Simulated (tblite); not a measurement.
Geometry relaxation of C4H4F3S (part 2 of 2)

Continued. System: C4H4F3S, multiplicity 2. Method: GFN2-xTB geometry optimisation, gas phase (tblite 0.8.0). It belongs to a series of runs on one base structure; here: H removed from sp2 C.

Geometry of the input (Å):
```
C  -0.5255  1.4234  0.2990
C  -0.7186  0.1199  0.1375
S  0.6541  -1.0513  0.0398
C  2.2014  -0.1429  0.1556
C  -2.0984  -0.4588  0.0668
F  -2.2781  -1.1035  -1.1399
F  -3.0215  0.5944  0.0915
F  -2.4103  -1.2713  1.1039
H  0.5154  1.7484  0.3551
H  3.0575  -0.7230  -0.2655
H  2.1799  0.8168  -0.3512
H  2.4453  0.0472  1.2461
```

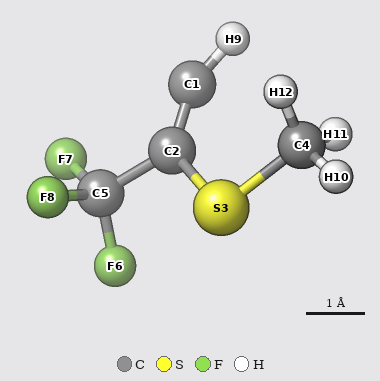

The geometry at step 44 of the log (ball-and-stick view, seen at a tilt; atoms are numbered from 1 in the order of the input).

Trajectory as extended XYZ, continued:
```
12
Properties=species:S:1:pos:R:3:forces:R:3 step=30 energy=-759.80013
C    -0.4052    1.4358    0.3802   -0.0240   0.0060   0.0090
C    -0.6371    0.1984    0.1635    0.0750  -0.0380  -0.0100
S     0.6097   -1.1369   -0.0536   -0.0420  -0.0010   0.0030
C     2.1501   -0.2085    0.1401   -0.0040   0.0100   0.0070
C    -2.0047   -0.4258    0.0513   -0.0180  -0.0040  -0.0150
F    -2.1494   -1.1173   -1.0854   -0.0350   0.0000  -0.0150
F    -2.9824    0.4874    0.0737    0.0200   0.0010   0.0000
F    -2.2531   -1.2774    1.0550   -0.0090  -0.0020   0.0200
H     0.3228    2.1921    0.5065    0.0160   0.0010   0.0160
H     2.9399   -0.8940   -0.1553   -0.0060   0.0550   0.0300
H     2.1348    0.6570   -0.5153    0.0300  -0.0260  -0.0140
H     2.2758    0.0886    1.1779   -0.0020  -0.0020  -0.0320
12
Properties=species:S:1:pos:R:3:forces:R:3 step=32 energy=-759.80077
C    -0.4108    1.4357    0.3835    0.0200   0.0120   0.0070
C    -0.6358    0.1964    0.1636    0.0010   0.0090  -0.0090
S     0.6071   -1.1321   -0.0558    0.0260  -0.0240   0.0010
C     2.1507   -0.2061    0.1395   -0.0160  -0.0060  -0.0010
C    -2.0056   -0.4263    0.0510   -0.0010  -0.0080  -0.0070
F    -2.1518   -1.1173   -1.0861   -0.0290  -0.0050  -0.0050
F    -2.9823    0.4873    0.0732    0.0170   0.0060   0.0070
F    -2.2535   -1.2777    1.0557   -0.0120   0.0030   0.0030
H     0.3247    2.1864    0.5088   -0.0100  -0.0110   0.0150
H     2.9383   -0.8958   -0.1500    0.0060   0.0370   0.0220
H     2.1436    0.6555   -0.5212    0.0140  -0.0210  -0.0030
H     2.2766    0.0931    1.1764   -0.0170   0.0090  -0.0310
12
Properties=species:S:1:pos:R:3:forces:R:3 step=33 energy=-759.80098
C    -0.4121    1.4366    0.3855    0.0250  -0.0070   0.0030
C    -0.6351    0.1969    0.1637   -0.0280   0.0150  -0.0080
S     0.6063   -1.1311   -0.0572    0.0340  -0.0240  -0.0010
C     2.1503   -0.2061    0.1387   -0.0120  -0.0080  -0.0100
C    -2.0055   -0.4266    0.0507    0.0110  -0.0040  -0.0010
F    -2.1522   -1.1175   -1.0865   -0.0230  -0.0050   0.0040
F    -2.9823    0.4865    0.0731    0.0130   0.0130   0.0070
F    -2.2533   -1.2779    1.0561   -0.0070   0.0080  -0.0090
H     0.3242    2.1866    0.5114   -0.0120  -0.0120   0.0150
H     2.9378   -0.8966   -0.1466    0.0170   0.0170   0.0150
H     2.1478    0.6530   -0.5247    0.0040  -0.0100  -0.0070
H     2.2752    0.0955    1.1744   -0.0210   0.0170  -0.0100
12
Properties=species:S:1:pos:R:3:forces:R:3 step=34 energy=-759.80121
C    -0.4130    1.4378    0.3885    0.0220  -0.0270  -0.0030
C    -0.6348    0.1982    0.1638   -0.0410   0.0080  -0.0080
S     0.6058   -1.1302   -0.0595    0.0300  -0.0200  -0.0030
C     2.1495   -0.2065    0.1374   -0.0020  -0.0050  -0.0150
C    -2.0051   -0.4271    0.0504    0.0140   0.0030   0.0050
F    -2.1521   -1.1179   -1.0868   -0.0150  -0.0030   0.0110
F    -2.9822    0.4853    0.0731    0.0040   0.0210   0.0070
F    -2.2525   -1.2781    1.0564   -0.0010   0.0090  -0.0160
H     0.3227    2.1881    0.5155   -0.0090  -0.0090   0.0160
H     2.9372   -0.8987   -0.1414    0.0310  -0.0020   0.0080
H     2.1532    0.6491   -0.5300   -0.0080   0.0010  -0.0130
H     2.2724    0.0993    1.1714   -0.0250   0.0240   0.0110
12
Properties=species:S:1:pos:R:3:forces:R:3 step=36 energy=-759.80177
C    -0.4143    1.4390    0.3969    0.0080  -0.0410  -0.0130
C    -0.6357    0.2014    0.1632   -0.0100  -0.0290  -0.0080
S     0.6057   -1.1288   -0.0665    0.0010  -0.0030  -0.0080
C     2.1482   -0.2074    0.1332    0.0360   0.0070  -0.0050
C    -2.0033   -0.4278    0.0497   -0.0170   0.0160   0.0040
F    -2.1529   -1.1194   -1.0868    0.0020   0.0010   0.0120
F    -2.9810    0.4838    0.0734   -0.0170   0.0320   0.0050
F    -2.2499   -1.2783    1.0560    0.0060   0.0010  -0.0080
H     0.3176    2.1915    0.5279    0.0050  -0.0030   0.0160
H     2.9364   -0.9055   -0.1265    0.0460  -0.0240   0.0020
H     2.1674    0.6386   -0.5457   -0.0290   0.0140  -0.0200
H     2.2630    0.1121    1.1638   -0.0310   0.0290   0.0230
12
Properties=species:S:1:pos:R:3:forces:R:3 step=38 energy=-759.80290
C    -0.4145    1.4338    0.4085    0.0050  -0.0090  -0.0170
C    -0.6374    0.2004    0.1592    0.0710  -0.0660  -0.0010
S     0.6087   -1.1294   -0.0772   -0.0230   0.0190  -0.0220
C     2.1488   -0.2062    0.1269    0.0660   0.0150   0.0270
C    -2.0029   -0.4280    0.0477   -0.0630   0.0180  -0.0030
F    -2.1615   -1.1216   -1.0858    0.0170   0.0170  -0.0060
F    -2.9765    0.4887    0.0754   -0.0360   0.0150  -0.0010
F    -2.2478   -1.2771    1.0548   -0.0040  -0.0100   0.0260
H     0.3117    2.1898    0.5486    0.0140  -0.0060   0.0100
H     2.9407   -0.9117   -0.1018    0.0310  -0.0210   0.0080
H     2.1865    0.6242   -0.5706   -0.0490   0.0100  -0.0130
H     2.2453    0.1364    1.1530   -0.0290   0.0190  -0.0090
12
Properties=species:S:1:pos:R:3:forces:R:3 step=39 energy=-759.80368
C    -0.4131    1.4271    0.4127    0.0100   0.0160  -0.0150
C    -0.6368    0.1957    0.1552    0.0910  -0.0650   0.0080
S     0.6120   -1.1317   -0.0823   -0.0180   0.0240  -0.0300
C     2.1506   -0.2042    0.1243    0.0510   0.0110   0.0370
C    -2.0044   -0.4277    0.0463   -0.0580   0.0120  -0.0030
F    -2.1708   -1.1225   -1.0851    0.0190   0.0300  -0.0140
F    -2.9727    0.4952    0.0774   -0.0330  -0.0120  -0.0040
F    -2.2487   -1.2755    1.0543   -0.0170  -0.0060   0.0380
H     0.3105    2.1846    0.5594    0.0130  -0.0140   0.0040
H     2.9466   -0.9107   -0.0889    0.0120  -0.0130   0.0150
H     2.1933    0.6184   -0.5825   -0.0500   0.0060  -0.0070
H     2.2348    0.1505    1.1479   -0.0200   0.0120  -0.0270
12
Properties=species:S:1:pos:R:3:forces:R:3 step=40 energy=-759.80432
C    -0.4111    1.4207    0.4135    0.0150   0.0270  -0.0120
C    -0.6349    0.1898    0.1520    0.0690  -0.0420   0.0180
S     0.6151   -1.1342   -0.0849   -0.0010   0.0170  -0.0350
C     2.1528   -0.2021    0.1236    0.0160   0.0030   0.0240
C    -2.0068   -0.4271    0.0452   -0.0230   0.0030   0.0030
F    -2.1791   -1.1223   -1.0849    0.0150   0.0370  -0.0150
F    -2.9701    0.5014    0.0790   -0.0190  -0.0350  -0.0060
F    -2.2509   -1.2740    1.0546   -0.0260   0.0050   0.0320
H     0.3115    2.1785    0.5652    0.0090  -0.0200  -0.0020
H     2.9526   -0.9071   -0.0819   -0.0050  -0.0050   0.0200
H     2.1941    0.6166   -0.5881   -0.0420   0.0020  -0.0020
H     2.2280    0.1592    1.1454   -0.0080   0.0100  -0.0260
12
Properties=species:S:1:pos:R:3:forces:R:3 step=42 energy=-759.80494
C    -0.4087    1.4167    0.4119    0.0100  -0.0020  -0.0090
C    -0.6311    0.1844    0.1512   -0.0100   0.0120   0.0260
S     0.6173   -1.1353   -0.0875    0.0190  -0.0090  -0.0290
C     2.1550   -0.2007    0.1240   -0.0270  -0.0010  -0.0120
C    -2.0089   -0.4267    0.0453    0.0370  -0.0070   0.0150
F    -2.1833   -1.1201   -1.0855    0.0120   0.0250  -0.0060
F    -2.9701    0.5036    0.0796    0.0030  -0.0280  -0.0020
F    -2.2543   -1.2727    1.0561   -0.0220   0.0150   0.0030
H     0.3137    2.1738    0.5673    0.0110  -0.0170  -0.0060
H     2.9569   -0.9046   -0.0784   -0.0180   0.0120   0.0200
H     2.1903    0.6169   -0.5897   -0.0170  -0.0080   0.0050
H     2.2244    0.1639    1.1443    0.0010   0.0100  -0.0050
12
Properties=species:S:1:pos:R:3:forces:R:3 step=44 energy=-759.80543
C    -0.4068    1.4152    0.4138   -0.0020  -0.0220  -0.0030
C    -0.6286    0.1827    0.1531   -0.0400   0.0160   0.0170
S     0.6190   -1.1353   -0.0956    0.0000  -0.0180  -0.0130
C     2.1549   -0.2003    0.1221   -0.0330   0.0020  -0.0130
C    -2.0077   -0.4269    0.0463    0.0200  -0.0030   0.0120
F    -2.1831   -1.1169   -1.0863    0.0280  -0.0030   0.0040
F    -2.9705    0.5013    0.0799    0.0100   0.0160   0.0040
F    -2.2566   -1.2712    1.0577    0.0000  -0.0050  -0.0120
H     0.3137    2.1724    0.5738    0.0250  -0.0020  -0.0070
H     2.9573   -0.9068   -0.0678   -0.0090   0.0190   0.0090
H     2.1921    0.6117   -0.5975    0.0060  -0.0040  -0.0030
H     2.2175    0.1735    1.1393   -0.0050   0.0040   0.0050
12
Properties=species:S:1:pos:R:3:forces:R:3 step=45 energy=-759.80560
C    -0.4069    1.4147    0.4173   -0.0010  -0.0200   0.0010
C    -0.6288    0.1829    0.1542   -0.0250   0.0050   0.0110
S     0.6197   -1.1347   -0.1017   -0.0150  -0.0110  -0.0060
C     2.1543   -0.2001    0.1199   -0.0100   0.0070  -0.0070
C    -2.0068   -0.4271    0.0467   -0.0060   0.0020   0.0060
F    -2.1826   -1.1159   -1.0866    0.0340  -0.0110   0.0070
F    -2.9705    0.5003    0.0802    0.0100   0.0270   0.0050
F    -2.2569   -1.2709    1.0580    0.0060  -0.0170  -0.0110
H     0.3129    2.1717    0.5802    0.0280   0.0000  -0.0090
H     2.9574   -0.9096   -0.0582   -0.0170   0.0290   0.0060
H     2.1979    0.6062   -0.6062    0.0080  -0.0100   0.0050
H     2.2116    0.1820    1.1348   -0.0120  -0.0010  -0.0070
12
Properties=species:S:1:pos:R:3:forces:R:3 step=46 energy=-759.80574
C    -0.4061    1.4130    0.4180    0.0030  -0.0020   0.0080
C    -0.6291    0.1819    0.1549    0.0000  -0.0150   0.0030
S     0.6205   -1.1358   -0.1047   -0.0280  -0.0010   0.0010
C     2.1533   -0.1994    0.1190   -0.0150   0.0050   0.0060
C    -2.0063   -0.4273    0.0472   -0.0290   0.0060   0.0000
F    -2.1828   -1.1151   -1.0866    0.0350  -0.0170   0.0060
F    -2.9692    0.5011    0.0807    0.0050   0.0320   0.0030
F    -2.2582   -1.2705    1.0580    0.0090  -0.0290  -0.0040
H     0.3141    2.1694    0.5821    0.0280   0.0030  -0.0100
H     2.9571   -0.9080   -0.0538    0.0050   0.0060  -0.0040
H     2.1990    0.6042   -0.6086    0.0070   0.0100  -0.0140
H     2.2088    0.1859    1.1325   -0.0200   0.0010   0.0050
12
Properties=species:S:1:pos:R:3:forces:R:3 step=48 energy=-759.80612
C    -0.4060    1.4107    0.4226    0.0220   0.0190   0.0170
C    -0.6311    0.1805    0.1572    0.0360  -0.0120  -0.0020
S     0.6201   -1.1354   -0.1132   -0.0220   0.0190   0.0110
C     2.1515   -0.1976    0.1161    0.0090   0.0050   0.0080
C    -2.0075   -0.4274    0.0483   -0.0170   0.0050  -0.0020
F    -2.1803   -1.1148   -1.0862    0.0090  -0.0080   0.0060
F    -2.9685    0.5035    0.0818    0.0020  -0.0010  -0.0020
F    -2.2601   -1.2721    1.0577   -0.0050  -0.0200  -0.0030
H     0.3180    2.1638    0.5888    0.0110  -0.0110  -0.0140
H     2.9574   -0.9077   -0.0406   -0.0020  -0.0030  -0.0090
H     2.2080    0.5980   -0.6201   -0.0060   0.0080  -0.0050
H     2.1997    0.1979    1.1263   -0.0340   0.0000  -0.0040
12
Properties=species:S:1:pos:R:3:forces:R:3 step=50 energy=-759.80644
C    -0.4028    1.4088    0.4242    0.0150   0.0080   0.0180
C    -0.6303    0.1783    0.1602    0.0100   0.0160   0.0010
S     0.6185   -1.1351   -0.1180    0.0050   0.0130   0.0180
C     2.1494   -0.1959    0.1152   -0.0020  -0.0010  -0.0050
C    -2.0088   -0.4272    0.0500    0.0300  -0.0050   0.0020
F    -2.1762   -1.1142   -1.0857   -0.0180   0.0010   0.0030
F    -2.9682    0.5052    0.0823    0.0070  -0.0230  -0.0040
F    -2.2632   -1.2747    1.0572   -0.0100   0.0050  -0.0110
H     0.3245    2.1593    0.5888    0.0060  -0.0130  -0.0130
H     2.9569   -0.9053   -0.0353   -0.0010  -0.0110  -0.0100
H     2.2087    0.5968   -0.6239   -0.0070   0.0090  -0.0030
H     2.1926    0.2035    1.1237   -0.0360   0.0010   0.0040
12
Properties=species:S:1:pos:R:3:forces:R:3 step=51 energy=-759.80659
C    -0.3999    1.4078    0.4252    0.0000  -0.0030   0.0160
C    -0.6289    0.1772    0.1616   -0.0090   0.0250   0.0020
S     0.6177   -1.1353   -0.1197    0.0170   0.0020   0.0180
C     2.1481   -0.1952    0.1148   -0.0080  -0.0020  -0.0110
C    -2.0084   -0.4272    0.0509    0.0380  -0.0090   0.0010
F    -2.1744   -1.1138   -1.0853   -0.0210   0.0040  -0.0020
F    -2.9673    0.5056    0.0825    0.0080  -0.0230  -0.0020
F    -2.2649   -1.2760    1.0566   -0.0050   0.0130  -0.0090
H     0.3278    2.1578    0.5880    0.0120  -0.0060  -0.0100
H     2.9562   -0.9041   -0.0335    0.0010  -0.0100  -0.0070
H     2.2072    0.5968   -0.6252   -0.0040   0.0080  -0.0030
H     2.1879    0.2058    1.1228   -0.0300   0.0000   0.0070
12
Properties=species:S:1:pos:R:3:forces:R:3 step=52 energy=-759.80674
C    -0.3969    1.4067    0.4265   -0.0170  -0.0110   0.0110
C    -0.6274    0.1763    0.1627   -0.0210   0.0230   0.0020
S     0.6174   -1.1358   -0.1207    0.0200  -0.0100   0.0140
C     2.1465   -0.1945    0.1145   -0.0090  -0.0010  -0.0140
C    -2.0074   -0.4273    0.0515    0.0290  -0.0100  -0.0010
F    -2.1735   -1.1135   -1.0850   -0.0160   0.0060  -0.0080
F    -2.9657    0.5058    0.0827    0.0060  -0.0150  -0.0010
F    -2.2663   -1.2769    1.0559    0.0050   0.0160  -0.0010
H     0.3310    2.1566    0.5870    0.0210   0.0030  -0.0050
H     2.9556   -0.9027   -0.0322    0.0020  -0.0070  -0.0030
H     2.2053    0.5969   -0.6263   -0.0020   0.0070  -0.0020
H     2.1826    0.2078    1.1220   -0.0200  -0.0010   0.0080
12
Properties=species:S:1:pos:R:3:forces:R:3 step=54 energy=-759.80692
C    -0.3945    1.4052    0.4286   -0.0190  -0.0060   0.0040
C    -0.6264    0.1756    0.1632   -0.0080   0.0020  -0.0020
S     0.6181   -1.1373   -0.1202    0.0040  -0.0150   0.0030
C     2.1448   -0.1934    0.1139    0.0000   0.0030  -0.0040
C    -2.0056   -0.4278    0.0517   -0.0080  -0.0020  -0.0060
F    -2.1747   -1.1132   -1.0849    0.0020   0.0050  -0.0120
F    -2.9629    0.5064    0.0830   -0.0040  -0.0010   0.0000
F    -2.2675   -1.2770    1.0551    0.0160   0.0060   0.0120
H     0.3353    2.1539    0.5854    0.0210   0.0060   0.0010
H     2.9556   -0.9002   -0.0313    0.0010  -0.0010   0.0030
H     2.2032    0.5977   -0.6273   -0.0030   0.0040  -0.0010
H     2.1759    0.2094    1.1215   -0.0020   0.0000   0.0020
12
Properties=species:S:1:pos:R:3:forces:R:3 step=56 energy=-759.80699
C    -0.3952    1.4046    0.4289    0.0040   0.0020   0.0030
C    -0.6271    0.1750    0.1632    0.0050  -0.0030  -0.0050
S     0.6191   -1.1383   -0.1188   -0.0080  -0.0040  -0.0010
C     2.1447   -0.1926    0.1138    0.0000   0.0010   0.0030
C    -2.0059   -0.4281    0.0514   -0.0100   0.0040  -0.0040
F    -2.1758   -1.1126   -1.0856    0.0030   0.0010  -0.0030
F    -2.9625    0.5069    0.0831   -0.0080  -0.0010  -0.0010
F    -2.2678   -1.2764    1.0555    0.0120   0.0000   0.0050
H     0.3388    2.1505    0.5836    0.0040  -0.0040   0.0010
H     2.9564   -0.8982   -0.0319   -0.0010   0.0010   0.0040
H     2.2020    0.5995   -0.6265   -0.0050   0.0010  -0.0010
H     2.1745    0.2090    1.1221    0.0040   0.0030  -0.0010
12
Properties=species:S:1:pos:R:3:forces:R:3 step=57 energy=-759.80700
C    -0.3953    1.4045    0.4287    0.0090   0.0020   0.0020
C    -0.6272    0.1748    0.1633    0.0030   0.0010  -0.0060
S     0.6191   -1.1386   -0.1186   -0.0070   0.0000   0.0000
C     2.1446   -0.1923    0.1139   -0.0030  -0.0010   0.0030
C    -2.0062   -0.4281    0.0514   -0.0020   0.0040  -0.0020
F    -2.1757   -1.1124   -1.0859    0.0000   0.0000   0.0010
F    -2.9628    0.5069    0.0831   -0.0070  -0.0030   0.0000
F    -2.2677   -1.2764    1.0557    0.0090   0.0000  -0.0010
H     0.3400    2.1495    0.5829    0.0000  -0.0070   0.0010
H     2.9566   -0.8977   -0.0322   -0.0010   0.0010   0.0030
H     2.2013    0.6002   -0.6260   -0.0040   0.0000   0.0000
H     2.1746    0.2087    1.1224    0.0040   0.0030   0.0000
```

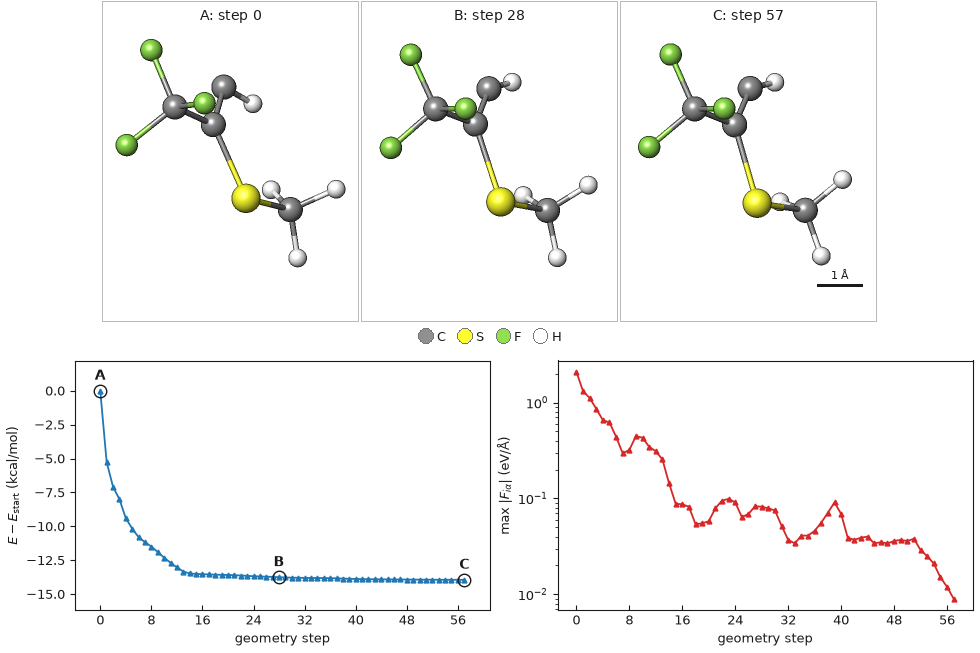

Frames of the relaxation (ball-and-stick view, seen at a tilt) above the curves, on which the letters mark them (steps are counted from 0).

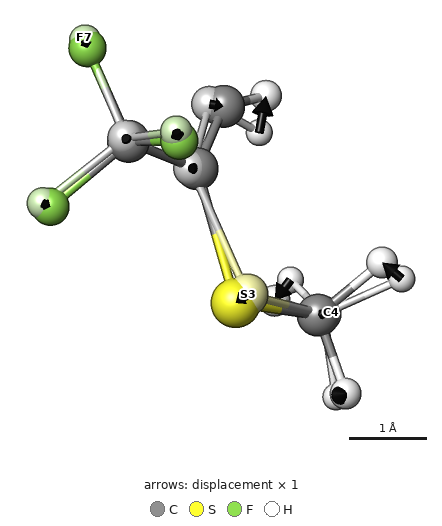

Start (faint) and end (solid) with the displacements as black arrows, at true length (ball-and-stick view, seen at a tilt). The two geometries are laid on each other by the best rigid fit. Over 57 geometry steps the energy falls by 13.9 kcal/mol. Largest force component: 2.1 eV/Å at the start, 0.009 eV/Å at the end. The atom that moves furthest after the best rigid fit is H9 (0.50 Å). By element the largest moves are H 0.50 Å, C 0.19 Å, S 0.19 Å, F 0.16 Å. Among the contacts that change: C5–F7 1.401 → 1.338 Å, C1–C2 1.328 → 1.279 Å, C4–H12 1.133 → 1.086 Å, C5–F6 1.380 → 1.338 Å. Among the angles that change: C2–C1–H9 115.9° → 146.4°, C2–S3–C4 108.8° → 100.3°, S3–C2–C5 116.5° → 108.9°. (Atoms are counted from 1 in the order of the input.)
